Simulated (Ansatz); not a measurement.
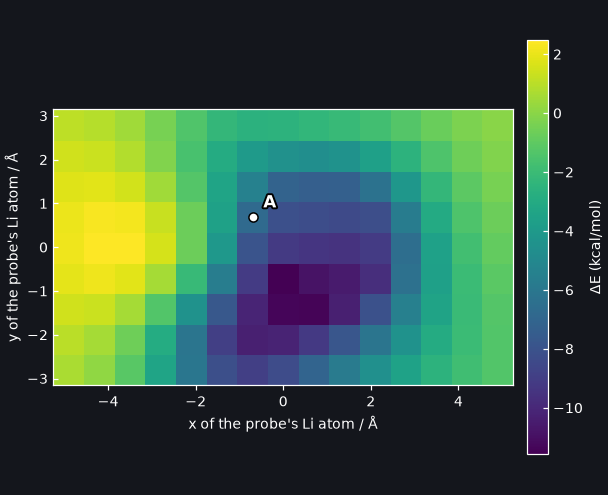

AlFH₄SSi (SMILES F[SiH2][S][AlH2]) with the probe Li+. The probe is moved over a plane parallel to the molecule's main plane, 3.62 Å above it. Coordinates scanned: (1) x of the probe's Li atom; (2) y of the probe's Li atom. Nothing is relaxed (molecule and probe rigid). The scan uses a 15 × 9 grid. Energies: kcal/mol, counted from molecule and probe far apart, each relaxed in its own basis (no counterpoise correction). All numbers below come from RKS PBE0-D4/def2-SVP in Ansatz.

The picture shows one coloured cell a grid point, the point A.

### Is A at rest? If not, where is it pushed?

A, at x of the probe's Li atom = −0.7 Å, y of the probe's Li atom = 0.7 Å, is not a stationary point. The computed force is 0.21 eV/Å in the plane, pointing right in the picture (components 0.20 and −0.08 eV/Å).
